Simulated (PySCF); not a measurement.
**C$_{3}$H$_{9}$AsSi$_{2}$ (SMILES CC#C[SiH2][AsH][SiH3]): density, localisation and related maps**

```xyz
15

C     2.7284   -1.4050   -0.4201
C     1.7652   -0.3142   -0.4351
C     0.9578    0.6003   -0.4541
Si   -0.3211    1.9011   -0.4026
As   -1.5804    1.5217    1.5891
Si   -2.1151   -0.7190    0.9624
H     3.0423   -1.6707   -1.4430
H     2.2972   -2.3064    0.0460
H     3.6310   -1.1288    0.1494
H     0.3106    3.2499   -0.3433
H    -1.1720    1.8187   -1.6240
H    -2.8710    2.0822    0.9838
H    -3.3608   -1.1198    1.6799
H    -0.9973   -1.6005    1.4015
H    -2.3246   -0.8899   -0.5053
```

Geometry: B3LYP-D3(BJ)/def2-SVP.

Theory: DFT single point, gas phase, functional B3LYP in PySCF 2.14.0, density-fitted response routines.

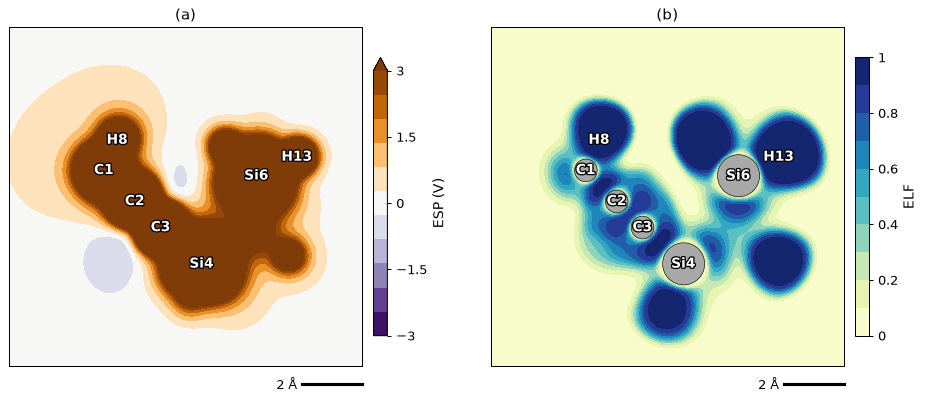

Figure 1. (a) electrostatic potential; (b) electron localisation function on the plane of atoms C2, C1 and H8. Grey discs cover the atomic cores in the ELF map.

**What does the map show?**

The plane passes through C, Si and H nuclei. C–C (1.22 Å): the ELF peaks at about 0.85 between the atoms: a short, multiple covalent bond. C–Si (1.83 Å): the ELF peaks at about 0.95 between the atoms: a covalent bond. C–H (1.10 Å): the ELF climbs to about 1 towards the hydrogen, as it does in any bond to H (an ordinary covalent bond to hydrogen). Si–H (1.49 Å): the ELF climbs to about 1 towards the hydrogen. Outside the dense part of the molecule the potential is most negative (−0.8 V) near C3.

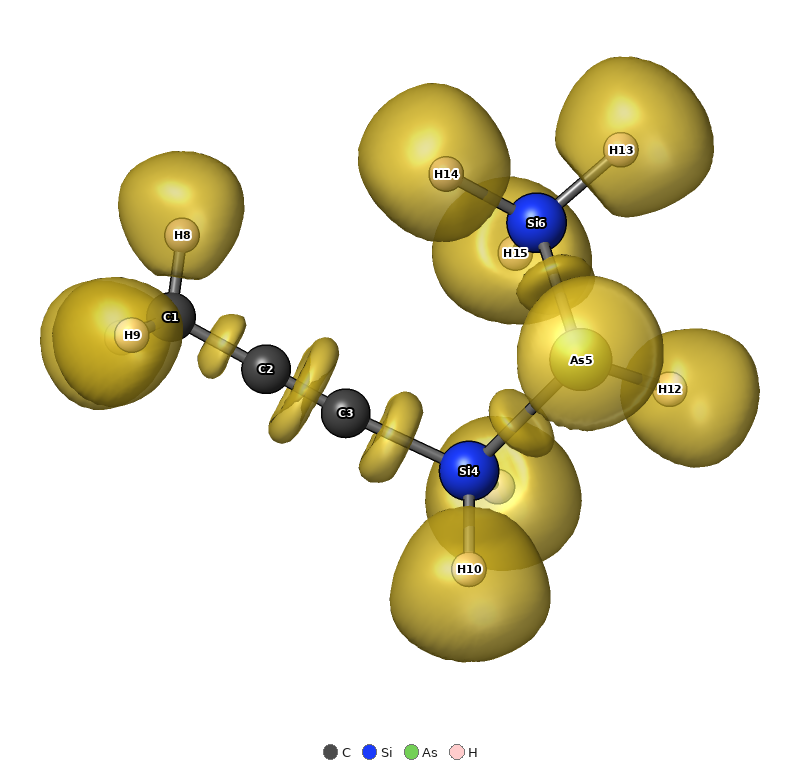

Figure 2. Isosurface of the electron localisation function at 0.85 (yellow), seen across its widest extent. Only the valence region is drawn (cores and ρ < 0.01 e/Å³ removed).

**Describe the localisation domains.**

At this value the surface marks out two regions between bonded As–Si atoms (shared pairs), two regions between bonded C–C atoms (shared pairs), one region between bonded C–Si atoms (shared pairs), nine regions around hydrogen nuclei and one lobe on As, pointing away from the bonds (lone pairs).

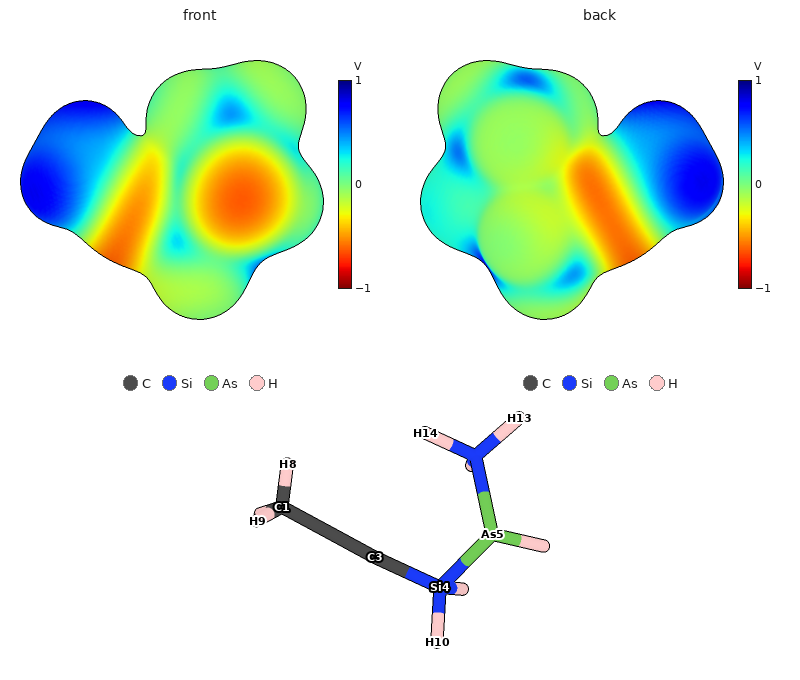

Figure 3. The molecular electrostatic potential painted on the density surface at 0.001 e/bohr³, seen from the front and from behind; the colour scale runs from red (negative) to blue (positive). The bare structure is drawn below in the same view.

**Which sites attract a positive test charge, and which a negative one?**

A positive charge is drawn to the negative regions and a negative charge to the positive ones. The most negative region (about −0.6 V) lies over C2, C3 and As5, the most positive (about +0.8 V) over H7, H8 and H9.

**How polar is the molecule by this calculation?**

Its dipole moment is 1.73 D.
